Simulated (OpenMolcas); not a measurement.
# CH4OSi: single-point calculation (part 1 of 2)

- system: CH4OSi, SMILES CO[SiH]
- method: HF/ANO-R0, RHF, sfX2C (OpenMolcas 26.06)

The geometry comes from this level: PBE0-D4/def2-TZVP.

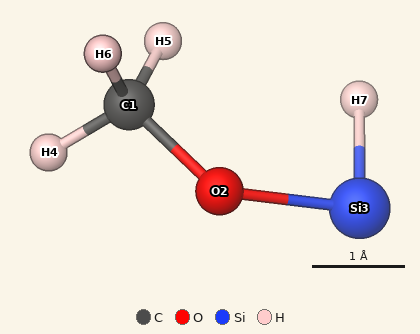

*The input geometry (ball-and-stick view, seen at a tilt; atoms are numbered from 1 in the order of the input).*

Bond lengths as drawn: C–H 1.09 to 1.10 Å, C–O 1.41 Å, H–Si 1.55 Å and O–Si 1.64 Å.

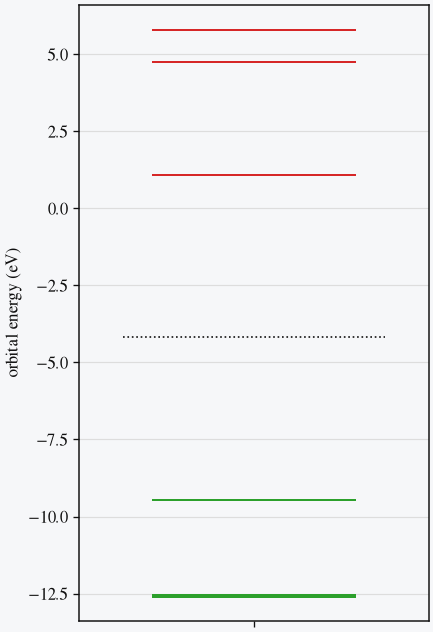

*Orbital energies near the frontier; the dotted line parts filled from empty levels, and levels within 0.02 eV of each other stand side by side.*

Highest filled −9.45 eV, lowest empty 1.10 eV, 10.55 eV apart.

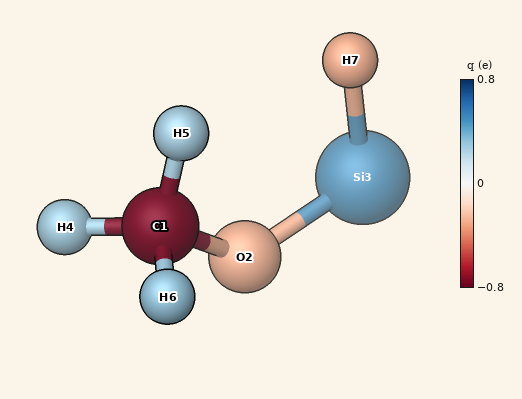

*Mulliken charges, as the colour of each atom (ball-and-stick view, seen at a tilt; atoms are numbered from 1 in the order of the input; Mulliken charges depend strongly on the basis).*

By element: C −0.76, O −0.30, Si +0.51 and H −0.31 to +0.30 e.

These pictures come from the run below.

## The input
```
&GATEWAY
 Coord = input.xyz
 Basis = ANO-R0
 Group = NoSym

&SEWARD

&SCF
 PrOrbitals = 0

&LOCALISATION
 Occupied
 Freeze
 Pipek-Mezey

&LOCALISATION
 FileOrb = $Project.LocOrb
 Virtual
 Pipek-Mezey
```

## File input.xyz
```
7

C     -0.512400     0.485500    -0.338500
O     -0.443200    -0.446500     0.717600
Si     0.796900    -1.387300     1.229900
H     -1.296400     0.180800    -1.035500
H      0.443800     0.547500    -0.868700
H     -0.769300     1.467500     0.065400
H      1.841700    -0.915600     0.184100
```

Launch command:
```bash
export MOLCAS_MEM=1860
pymolcas step1.input > step1.log
```

## Log
```
--- Start Module: gateway ---

                                              &GATEWAY

                       available to each process: 1.9 GB of memory, 1 thread

++    Symmetry information:
      ---------------------

                    Character Table for C1

                             E
                    a        1  x, y, xy, Rz, z, xz, Ry, yz, Rx, I
--

++    Basis set information:
      ----------------------

      Basis set label: C.ANO-R...2S1P.

      Electronic valence basis set:
      ------------------
      Associated Effective Charge   6.000000 au
      Associated Actual Charge      6.000000 au
      Nuclear Model: Finite nucleus - Gaussian distribution
        Gaussian exponent, Xi/bohr**(-2):  6.80775E+08

      Shell  nPrim  nBasis  Cartesian Spherical Contaminant
         s      12       2        X
         p       7       1        X

      Basis set label: O.ANO-R...2S1P.

      Electronic valence basis set:
      ------------------
      Associated Effective Charge   8.000000 au
      Associated Actual Charge      8.000000 au
      Nuclear Model: Finite nucleus - Gaussian distribution
        Gaussian exponent, Xi/bohr**(-2):  5.86314E+08

      Shell  nPrim  nBasis  Cartesian Spherical Contaminant
         s      13       2        X
         p       8       1        X

      Basis set label: SI.ANO-R...3S2P.

      Electronic valence basis set:
      ------------------
      Associated Effective Charge  14.000000 au
      Associated Actual Charge     14.000000 au
      Nuclear Model: Finite nucleus - Gaussian distribution
        Gaussian exponent, Xi/bohr**(-2):  4.34677E+08

      Shell  nPrim  nBasis  Cartesian Spherical Contaminant
         s      16       3        X
         p      11       2        X

      Basis set label: H.ANO-R...1S.

      Electronic valence basis set:
      ------------------
      Associated Effective Charge   1.000000 au
      Associated Actual Charge      1.000000 au
      Nuclear Model: Finite nucleus - Gaussian distribution
        Gaussian exponent, Xi/bohr**(-2):  2.12482E+09

      Shell  nPrim  nBasis  Cartesian Spherical Contaminant
         s       7       1        X
--

++    Molecular structure info:
      -------------------------

                    ************************************************
                    **** Cartesian Coordinates / bohr, angstrom ****
                    ************************************************

     Center  Label                x              y              z                     x              y              z
        1      C1              -0.968296       0.917462      -0.639672             -0.512400       0.485500      -0.338500
        2      O2              -0.837527      -0.843763       1.356067             -0.443200      -0.446500       0.717600
        3      SI3              1.505923      -2.621617       2.324174              0.796900      -1.387300       1.229900
        4      H4              -2.449841       0.341662      -1.956811             -1.296400       0.180800      -1.035500
        5      H5               0.838660       1.034625      -1.641605              0.443800       0.547500      -0.868700
        6      H6              -1.453766       2.773173       0.123588             -0.769300       1.467500       0.065400
        7      H7               3.480309      -1.730233       0.347899              1.841700      -0.915600       0.184100

                    ***************************************
                    *    InterNuclear Distances / bohr    *
                    ***************************************

               1 C1            2 O2            3 SI3           4 H4            5 H5            6 H6
    1 C1       0.000000
    2 O2       2.664956        0.000000
    3 SI3      5.237483        3.096732        0.000000
    4 H4       2.064310        3.870395        6.538802        0.000000
    5 H5       2.069465        3.914586        5.435140        3.375469        0.000000
    6 H6       2.064440        3.870527        6.534990        3.351488        3.375452        0.000000
    7 H7       5.270262        4.521718        2.932308        6.691122        4.310553        6.684017

               7 H7
    7 H7       0.000000

                    *******************************************
                    *    InterNuclear Distances / angstrom    *
                    *******************************************

               1 C1            2 O2            3 SI3           4 H4            5 H5            6 H6
    1 C1       0.000000
    2 O2       1.410234        0.000000
    3 SI3      2.771556        1.638720        0.000000
    4 H4       1.092386        2.048125        3.460185        0.000000
    5 H5       1.095114        2.071510        2.876152        1.786221        0.000000
    6 H6       1.092454        2.048195        3.458168        1.773531        1.786212        0.000000
    7 H7       2.788903        2.392790        1.551711        3.540789        2.281047        3.537029

               7 H7
    7 H7       0.000000

                    **************************************
                    *    Valence Bond Angles / degree    *
                    **************************************
                          Atom centers                 Phi
                      2 O2       1 C1       4 H4       109.19
                      2 O2       1 C1       5 H5       110.92
                      2 O2       1 C1       6 H6       109.19
                      4 H4       1 C1       5 H5       109.48
                      4 H4       1 C1       6 H6       108.53
                      5 H5       1 C1       6 H6       109.48
--

            Nuclear Potential Energy            101.06990445 au

--- Stop Module: gateway /rc=_RC_ALL_IS_WELL_ ---

--- Start Module: seward ---

                                              &SEWARD

                       available to each process: 1.9 GB of memory, 1 thread

               SEWARD will generate:
                  Multipole Moment integrals up to order  2
                  Kinetic Energy integrals
                  Nuclear Attraction integrals (finite nuclei - Gaussian type)
                  One-Electron Hamiltonian integrals
                  Velocity integrals
                  Relativistic X2C integrals
                  Orbital angular momentum around (  0.2922  -1.2232   1.2647 )
                  Velocity quadrupole around (  0.2922  -1.2232   1.2647 )
                  Atomic mean-field integrals
                  Two-Electron Repulsion integrals

                   Integrals are discarded if absolute value <: 1.00E-14
                   Integral cutoff threshold is set to       <: 1.00E-16

            Nuclear Potential Energy            101.06990445 au

      Basis set specifications :
      Symmetry species         a
      Basis functions           23

--- Stop Module: seward /rc=_RC_ALL_IS_WELL_ ---
--- Module seward spent 1 second ---

--- Start Module: scf ---

                                                &SCF

                       available to each process: 1.9 GB of memory, 1 thread

++    Input section:
      --------------

      Header of the integral files:

      Cartesian coordinates in angstrom:
      -----------------------------------------------------
      No.  Label        X            Y            Z
      -----------------------------------------------------
       1   C1        -0.51240000   0.48550000  -0.33850000
       2   O2        -0.44320000  -0.44650000   0.71760000
       3   SI3        0.79690000  -1.38730000   1.22990000
       4   H4        -1.29640000   0.18080000  -1.03550000
       5   H5         0.44380000   0.54750000  -0.86870000
       6   H6        -0.76930000   1.46750000   0.06540000
       7   H7         1.84170000  -0.91560000   0.18410000
      -----------------------------------------------------
      Nuclear repulsion energy =  101.06990445
--

++    Orbital specifications:
      -----------------------

      Symmetry species               1
                                     a
      Frozen orbitals                0
      Occupied orbitals             16
      Secondary orbitals             7
      Deleted orbitals               0
      Total number of orbitals      23
      Number of basis functions     23
--

      Molecular charge                           0.000

++    Optimization specifications:
      ----------------------------

      SCF Algorithm: Conventional
      Minimized density differences are used
      Number of density matrices in core                 5
      Maximum number of NDDO SCF iterations            400
      Maximum number of HF SCF iterations              400
      Threshold for SCF energy change             1.00E-09
      Threshold for density matrix                1.00E-04
      Threshold for Fock matrix                   1.50E-04
      Threshold for linear dependence             1.00E-09
      Threshold at which DIIS is turned on        1.50E-01
      Maximum depth in the DIIS procedure                5
      Maximum depth in the BFGS Hessian update          30
      Threshold at which QNR/C2DIIS is turned on  7.50E-02
      Threshold for Norm(delta) (QNR/C2DIIS)      1.00E-03
      All orbitals punched on: SCFORB
--

      Input vectors read from INPORB
      Orbital file label: *Guess orbitals

++ Convergence information
                                   SCF        iterations: Energy and convergence statistics

Iter     Tot. SCF        One-elec.       Two-elec.     Energy      Max Dij or  Max Fij      DNorm      TNorm      AccCon     Time
         Energy          Energy          Energy        Change      Delta Norm                                                in Sec.
   1  -403.692829386  -761.523707183   256.760973343   0.00E+00    7.26E-01*   1.65E-01*    8.01E+00   7.74E+01   None         0.
   2  -403.849305276  -753.813348490   248.894138760  -1.56E-01*   2.45E-01*   1.70E-01*    3.87E+00   7.64E+01   EDIIS        0.
   3  -404.090797091  -759.424478782   254.263777237  -2.41E-01*   2.47E-01*   6.91E-02*    1.15E+00   7.71E+01   EDIIS        0.
   4  -404.105567909  -756.599457645   251.423985282  -1.48E-02*   6.58E-02*   4.20E-02*    3.10E-01   7.67E+01   EDIIS        0.
   5  -404.128268274  -758.111323746   252.913151018  -2.27E-02*   1.23E-02*   8.57E-03*    5.46E-02   7.69E+01   c2DIIS       0.
   6  -404.129505301  -757.853108008   252.653698253  -1.24E-03*   6.10E-03*   2.02E-03*    1.55E-02   7.69E+01   QNRc2DIIS    0.
   7  -404.129592573  -757.840448108   252.640951081  -8.73E-05*   7.07E-03*   1.28E-03*    4.27E-03   7.69E+01   QNRc2DIIS    0.
   8  -404.129624085  -757.846642086   252.647113547  -3.15E-05*   1.12E-03*   4.01E-04*    2.74E-03   7.69E+01   QNRc2DIIS    0.
   9  -404.129625187  -757.834176154   252.634646512  -1.10E-06*   5.64E-04    2.58E-04*    5.93E-04   7.69E+01   QNRc2DIIS    0.
  10  -404.129625799  -757.839984989   252.640454736  -6.12E-07*   7.24E-05    2.09E-05     3.08E-04   7.69E+01   QNRc2DIIS    0.
  11  -404.129625805  -757.840317873   252.640787614  -5.99E-09*   2.29E-05    9.25E-06     8.78E-05   7.69E+01   QNRc2DIIS    0.
  12  -404.129625806  -757.840209110   252.640678850  -8.43E-10    4.59E-06    1.05E-06     4.23E-05   7.69E+01   QNRc2DIIS    0.

       Convergence after  12 Iterations
--
```
